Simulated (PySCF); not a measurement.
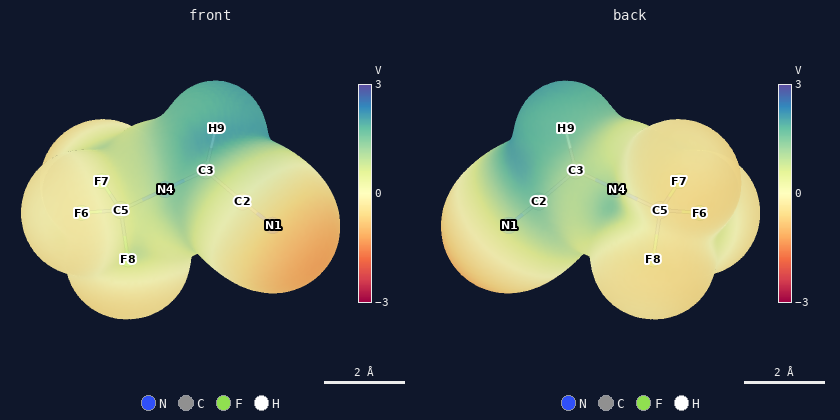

The picture shows: C3HF3N2. The electrostatic potential painted on the density surface at 0.002 e/bohr³, seen from the front and from behind; red is negative and blue positive.

Geometry: GFN2-xTB; a saddle point, not a minimum.

Computed with PySCF, PBE0/pcSseg-1, SCF density, gas phase, non-relativistic.

Input file:

```
{"job": {"kind": "nmr", "xc": "PBE0", "basis": "pcSseg-1", "pop": false}, "charge": 0, "multiplicity": 1}
N      2.829534    -1.438998    -0.271684
C      2.046115    -0.612498    -0.157429
C      1.093608     0.445719    -0.012784
N     -0.133580     0.249721     0.024858
C     -1.456258     0.034205     0.073026
F     -1.834332    -0.311848     1.307632
F     -2.197434     1.119289    -0.265874
F     -1.872979    -0.937251    -0.764838
H      1.525327     1.451660     0.067094
```

Command:

```sh
OMP_NUM_THREADS=1 python ens_run.py task.json out
```

**Where is the surface potential most negative and most positive?**

The most negative region (about −1.2 V) lies over N1, the most positive (about +2.0 V) over C2, C3 and H9. N1 is the likeliest acceptor of a hydrogen bond.

**How polar is the molecule by this calculation?**

Its dipole moment is 2.68 D.
